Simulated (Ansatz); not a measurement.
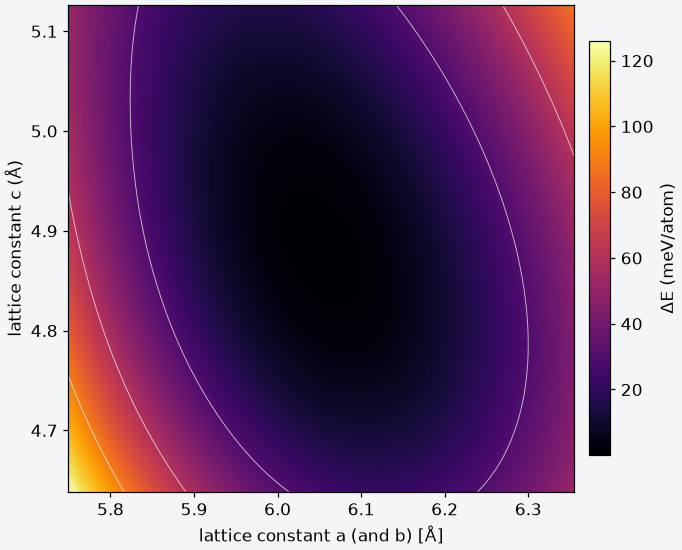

Al₂Cu (I4/mcm, No. 140; 6 atoms in the cell). The energy is mapped over the lattice constants a and c of the conventional cell. First axis: lattice constant a (and b). Second axis: lattice constant c. Nothing is relaxed (fractional coordinates fixed). The grid has 11 × 11 points. Points are written as (first, second). Energies: meV/atom, counted from the lowest grid point. Method: DFT PBE, scalar-relativistic, plane waves, PAW (Ansatz). Settings: cutoff 520 eV, k-mesh 10×10×10, gaussian smearing 0.15 eV, no spin polarisation.

Drawn: a smooth colour map with a few white contour lines. Between grid points the surface is interpolated.

The lowest grid point is at (6.052 Å, 4.883 Å). It is the only kind of minimum in the scanned range. The highest grid point, (5.750 Å, 4.638 Å), lies 126 meV/atom above the lowest. Round the minimum the valley is somewhat tilted: raising lattice constant a (and b) shifts the best value of lattice constant c downwards (coupling k₁₂/√(k₁₁k₂₂) about 0.4).

The level of theory is changed to Ansatz 0.2.0, DFT PBEsol, scalar-relativistic, plane waves, PAW; with it change the cell, relaxed at the new level (first cell vector 4.877 Å, before 4.927 Å); the new grid has 11 × 11 points, laid about the new relaxed structure.

Question: What does this change do to the map?

Answer: The minimum (interpolated where it lies between grid points) moves from (6.052 Å, 4.883 Å) to (5.993 Å, 4.828 Å). The curvature at the minimum changes by less than a tenth (about 7.9) eV/Å² along lattice constant a (and b) and by less than a tenth (about 4.8) eV/Å² along lattice constant c (per cell).

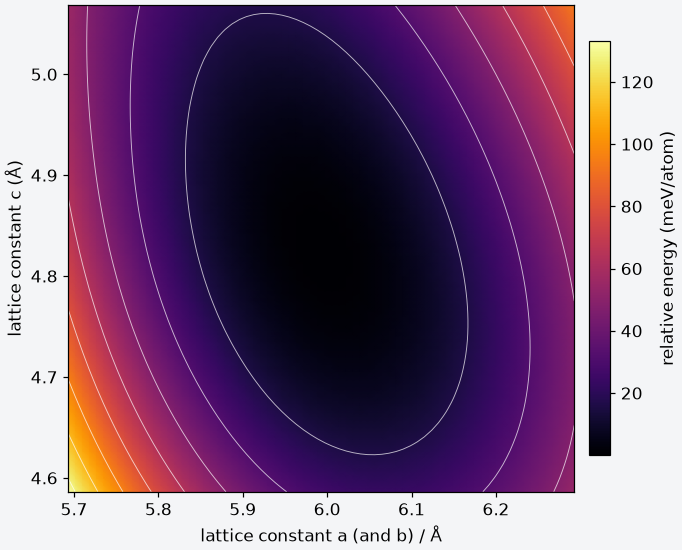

The map after the change, on a colour scale of its own. Drawn: a smooth colour map with a few white contour lines. Between grid points the surface is interpolated.

PAW datasets: the set soft_1.
